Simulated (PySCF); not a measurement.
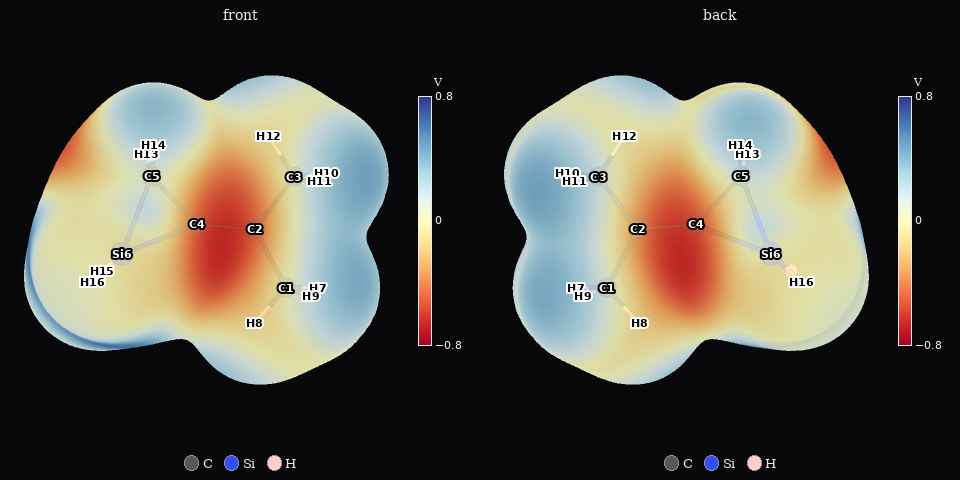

C$_{5}$H$_{10}$Si (SMILES CC(C)=C1C[SiH2]1). The molecular electrostatic potential painted on the density surface at 0.001 e/bohr³, seen from the front and from behind; red is negative and blue positive.

Geometry: GFN2-xTB.

The calculation used PBE0/pcSseg-1, SCF density, gas phase, non-relativistic (PySCF 2.14.0).

The calculation's input:

```
{"job": {"kind": "nmr", "xc": "PBE0", "basis": "pcSseg-1"}, "charge": 0, "multiplicity": 1}
C     -1.414590    -1.202525    -0.718540
C     -0.693840    -0.056011    -0.072737
C     -1.568435     1.047023     0.454040
C      0.621387    -0.021808     0.024432
C      1.676056     0.903243     0.574554
Si     2.325224    -0.694792    -0.224358
H     -2.005069    -0.851148    -1.564613
H     -0.706278    -1.948805    -1.069315
H     -2.097672    -1.669147    -0.008812
H     -2.163448     1.475906    -0.352091
H     -2.256215     0.658177     1.204729
H     -0.966379     1.832243     0.902424
H      1.685400     1.029142     1.650937
H      1.782404     1.857374     0.071664
H      2.954022    -0.602518    -1.532404
H      2.819834    -1.747410     0.648678
```

Command:

```sh
OMP_NUM_THREADS=1 python probes_run.py task.json out
```

**Describe the electrostatic potential map.**

The most negative region (about −0.6 V, or −14 kcal/mol for a unit charge) lies over the π face of C2 and C4, the most positive (about +0.6 V, or +14 kcal/mol for a unit charge) over Si6.
